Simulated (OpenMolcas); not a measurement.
# SnHClOF2 (SMILES [OH][Sn]([F])([F])[Cl]): levels of theory compared

Wanted: a comparison of 6 runs (B2PLYP/def2-SVP, B3LYP/def2-SVP, BHLYP/def2-SVP, M06-2X/def2-SVP, PBE/def2-SVP, MP2/def2-SVP) of SnHClOF2. 

The calculation is run with OpenMolcas 26.06.

### Step 1. The molecule

SnHClOF2: 6 atoms, total charge 0, spin state singlet. As SMILES, `[OH][Sn]([F])([F])[Cl]`. The O1–H6 distance was set to 1.732 Å, away from the relaxed value. At this shape a bond of the SMILES string is far longer than usual.

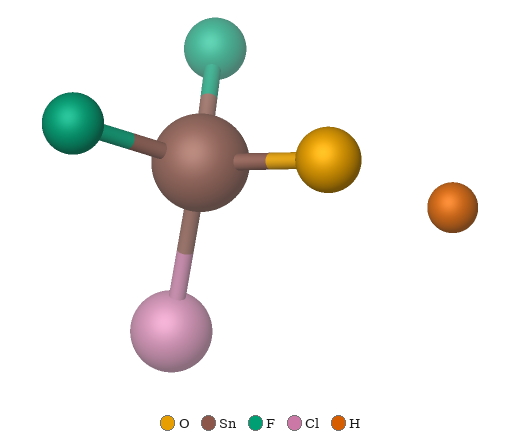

The structure, seen from a chosen angle (oxygen amber, tin brown, fluorine teal, chlorine pink, hydrogen orange).

### Step 2. A single-point energy at B2PLYP/def2-SVP (core potential) (run 1)

job.inp reads:

```
&GATEWAY
BasLib = $CurrDir
Coord
6
angstrom
O        0.216798      -0.073459       1.511340
Sn       0.933198      -0.533059      -0.212460
F        2.663298      -1.213859       0.091740
F       -0.062502      -1.944459      -0.984660
Cl       1.010198       1.183241      -1.709360
H       -1.315000       0.730600       1.432500
Basis = def2-SVP
Group = NoSym
&SEWARD
GridInput
Grid=UltraFine
End of Grid
&SCF
KSDFT = B2PLYP_SCF
Thresholds = 1e-10 1e-07 1e-07 1e-05
PrOrbitals = 1 1
&MBPT2
Frozen = 12
```

The basis set def2-SVP is read from a file made from the Basis Set Exchange's data (not shown).

The run is started by

```console
$ export MOLCAS_MEM=1860
$ pymolcas job.inp > job.log
```

Standard output:

```text
--- Start Module: gateway ---
[...]
--- Stop Module: gateway /rc=_RC_ALL_IS_WELL_ ---
[...]
      Basis functions           91
[...]
--- Start Module: scf ---
[...]
       Convergence after  18 Iterations
[...]
::    Total KS-DFT energy                            -948.6949699126
[...]
      Total spin, S                                     0.0000000000
[...]
      Total electronic charge=   66.000000
      Total            charge=   -0.000000
[...]
      Dipole Moment (debye):
      Origin of the operator (angstrom)=    0.9471   -0.3954   -0.3650
                   X= -2.5535E+00               Y=  2.4491E+00               Z=  4.8189E-01           Total=  3.5708E+00
      Quadrupole Moment (debye*angstrom):
[...]
--- Stop Module: scf /rc=_RC_ALL_IS_WELL_ ---
[...]
--- Start Module: mbpt2 ---
[...]
 ###    WARNING: MP2 implementation intended for RHF references only         ###
 ###############################################################################
MBPT2 WARNING: Reference function according to RunFile:KS-DFT
I'll assume you know what you're doing and continue
WARNING!
Default frozen orbitals as non valence orbitals is overwritten by user input.
Default values:   8
[...]
       Reference weight ( Cref**2 )         =        0.69249
::    Total MBPT2 energy                             -949.7353566173
[...]
      Total MBPT2 calculations                           0.29      0.35
--- Stop Module: mbpt2 /rc=_RC_ALL_IS_WELL_ ---
[...]
```

Run time: 17 s. Hardware: 1 thread of Intel Xeon 6975P-C (Granite Rapids), shared host; peak memory 0.5 GiB.

### Step 3. A single-point energy at B3LYP/def2-SVP (core potential) (run 2)

mol.inp reads:

```
* ClF2HOSn Kohn-Sham DFT
>>> EXPORT MOLCAS_PRINT=2

&GATEWAY
  BasLib=$CurrDir
  Coord
  6
  bohr
  O      0.40968884    -0.13881739     2.85601868
  Sn     1.76348864    -1.00733552    -0.40149121
  F      5.03290381    -2.29386106     0.17336347
  F     -0.11811166    -3.67449497    -1.86073773
  Cl     1.90899755     2.23600143    -3.23022225
  H     -2.48498985     1.38063391     2.70703267
  Basis=def2-SVP
  Group=NoSym

&SEWARD
  GridInput
  Grid=UltraFine
  End of Grid

&SCF
  KSDFT=B3LYP
  Thresholds=1e-10 1e-07 1e-07 1e-05
  PrOrbitals=1 1
```

The basis set def2-SVP is read from a file made from the Basis Set Exchange's data (not shown).

The run is started by

```console
$ export MOLCAS_MEM=1860
$ pymolcas mol.inp > mol.log
```

Standard output:

```text
--- Start Module: gateway ---
[...]
--- Stop Module: gateway /rc=_RC_ALL_IS_WELL_ ---
--- Start Module: seward ---
[...]
      Basis functions           91
--- Stop Module: seward /rc=_RC_ALL_IS_WELL_ ---
[...]
--- Start Module: scf ---
[...]
       Convergence after  21 Iterations
[...]
::    Total KS-DFT energy                            -949.6802365169
[...]
      Total spin, S                                     0.0000000000
[...]
      Total electronic charge=   66.000000
      Total            charge=   -0.000000
[...]
      Dipole Moment (debye):
      Origin of the operator (angstrom)=    0.9471   -0.3954   -0.3650
                   X= -2.3563E+00               Y=  2.2350E+00               Z=  5.5184E-01           Total=  3.2942E+00
      Quadrupole Moment (debye*angstrom):
[...]
--- Stop Module: scf /rc=_RC_ALL_IS_WELL_ ---
[...]
```

Wall time 19 s (1 thread of Intel Xeon 6975P-C (Granite Rapids), shared host); peak memory 0.5 GiB.

### Step 4. The energy at BHLYP/def2-SVP (core potential) (run 3)

test.input reads:

```
&GATEWAY
  BasLib=$CurrDir
  Coord
  6
  angstrom
  O        0.216798      -0.073459       1.511340
  Sn       0.933198      -0.533059      -0.212460
  F        2.663298      -1.213859       0.091740
  F       -0.062502      -1.944459      -0.984660
  Cl       1.010198       1.183241      -1.709360
  H       -1.315000       0.730600       1.432500
  Basis=def2-SVP
  Group=NoSym

&SEWARD
  GridInput
  Grid=UltraFine
  End of Grid

&SCF
  KSDFT=HYB_GGA_XC_BHANDHLYP
  Thresholds=1e-10 1e-07 1e-07 1e-05
  PrOrbitals=1 1
```

The basis set def2-SVP is read from a file made from the Basis Set Exchange's data (not shown).

The run is started by

```console
$ export MOLCAS_MEM=1860
$ pymolcas test.input > test.log
```

Standard output:

```text
--- Start Module: gateway ---
[...]
--- Stop Module: gateway /rc=_RC_ALL_IS_WELL_ ---
--- Start Module: seward ---
[...]
      Basis functions           91
--- Stop Module: seward /rc=_RC_ALL_IS_WELL_ ---
[...]
--- Start Module: scf ---
[...]
       Convergence after  17 Iterations
[...]
::    Total KS-DFT energy                            -949.3990831351
[...]
      Total spin, S                                     0.0000000000
[...]
      Total electronic charge=   66.000000
      Total            charge=   -0.000000
[...]
      Dipole Moment (debye):
      Origin of the operator (angstrom)=    0.9471   -0.3954   -0.3650
                   X= -2.5895E+00               Y=  2.4724E+00               Z=  4.9727E-01           Total=  3.6146E+00
      Quadrupole Moment (debye*angstrom):
[...]
--- Stop Module: scf /rc=_RC_ALL_IS_WELL_ ---
[...]
```

Wall time 17 s (1 thread of Intel Xeon 6975P-C (Granite Rapids), shared host); peak memory 0.5 GiB.

Runs 4 to 5 aren't shown in full; the table further down has their settings and results.

### Step 5. A single-point energy at MP2/def2-SVP (core potential) (run 6)

calc.input reads:

```
* ClF2HOSn MP2

&GATEWAY
  BasLib=$CurrDir
  Coord
  6
  angstrom
  O        0.216798      -0.073459       1.511340
  Sn       0.933198      -0.533059      -0.212460
  F        2.663298      -1.213859       0.091740
  F       -0.062502      -1.944459      -0.984660
  Cl       1.010198       1.183241      -1.709360
  H       -1.315000       0.730600       1.432500
  Basis=def2-SVP
  Group=NoSym

&SEWARD

&SCF
  Thresholds=1e-10 1e-07 1e-07 1e-05
  PrOrbitals=1 1

&MBPT2
  Frozen=12
```

The basis set def2-SVP is read from a file made from the Basis Set Exchange's data (not shown).

The run is started by

```console
$ export MOLCAS_MEM=1860
$ pymolcas calc.input > calc.log
```

Standard output:

```text
--- Start Module: gateway ---
[...]
--- Stop Module: gateway /rc=_RC_ALL_IS_WELL_ ---
[...]
      Basis functions           91
[...]
--- Start Module: scf ---
[...]
       Convergence after  18 Iterations
[...]
::    Total SCF energy                               -946.7236798783
[...]
      Total spin, S                                     0.0000000000
[...]
      Total electronic charge=   66.000000
      Total            charge=   -0.000000
[...]
      Dipole Moment (debye):
      Origin of the operator (angstrom)=    0.9471   -0.3954   -0.3650
                   X= -2.7762E+00               Y=  2.6586E+00               Z=  3.9489E-01           Total=  3.8642E+00
      Quadrupole Moment (debye*angstrom):
[...]
--- Stop Module: scf /rc=_RC_ALL_IS_WELL_ ---
[...]
--- Start Module: mbpt2 ---
[...]
WARNING!
Default frozen orbitals as non valence orbitals is overwritten by user input.
Default values:   8
[...]
       Reference weight ( Cref**2 )         =        0.79491
::    Total MBPT2 energy                             -947.5584335655
[...]
      Total MBPT2 calculations                           0.30      0.36
--- Stop Module: mbpt2 /rc=_RC_ALL_IS_WELL_ ---
[...]
```

Wall time 8.1 s (1 thread of Intel Xeon 6975P-C (Granite Rapids), shared host); peak memory 0.5 GiB.

### Step 6. Overview of the runs

```
run                             level  frozen core orbitals  integration grid  energy (Eh)  dipole moment (D) of the reference  HOMO energy (eV)  LUMO energy (eV)  wall time
  1  B2PLYP/def2-SVP (core potential)                    12         UltraFine  -948.975874                                3.57            -11.08             -3.33       17 s
  2   B3LYP/def2-SVP (core potential)                     –         UltraFine  -949.680237                                3.29             -9.20             -4.96       19 s
  3   BHLYP/def2-SVP (core potential)                     –         UltraFine  -949.399083                                3.61            -11.12             -3.66       17 s
  4  M06-2X/def2-SVP (core potential)                     –         UltraFine  -949.423722                                3.62            -11.15             -3.61       23 s
  5     PBE/def2-SVP (core potential)                     –         UltraFine  -949.155205                                3.11             -7.65             -5.65       20 s
  6     MP2/def2-SVP (core potential)                    12                 –  -947.558434                                3.86            -13.43             -1.00      8.1 s
```

### Step 7. Results

```
                                           quantity          value
                                run 6: total energy  -947.55843 Eh
          run 6: dipole moment (mean-field density)         3.86 D
         run 6: HOMO energy (Hartree–Fock orbitals)      -13.43 eV
         run 6: LUMO energy (Hartree–Fock orbitals)       -1.00 eV
       run 6: HOMO–LUMO gap (Hartree–Fock orbitals)       12.43 eV
run 6: correlation energy (12 core orbitals frozen)     -834.8 mEh
```

What this shows: Over runs 1, 2, 3, 4, 5 the dipole moment (its size) runs from 3.11 D (PBE/def2-SVP) to 3.62 D (M06-2X/def2-SVP). Over runs 1, 2, 3, 4, 5 the HOMO–LUMO gap runs from 2.01 eV (PBE/def2-SVP) to 7.75 eV (B2PLYP/def2-SVP). A double hybrid's value is that of its SCF part. For B2PLYP the log adds the whole second-order term; the table takes 0.27 of it, as the functional is defined. Totals of different functionals can't be ranked against each other. In runs 1, 2, 3, 4, 5, 6 a closed-shell determinant meets a far-stretched bond, which it describes badly. All runs together took 1.7 min, the longest 23 s.
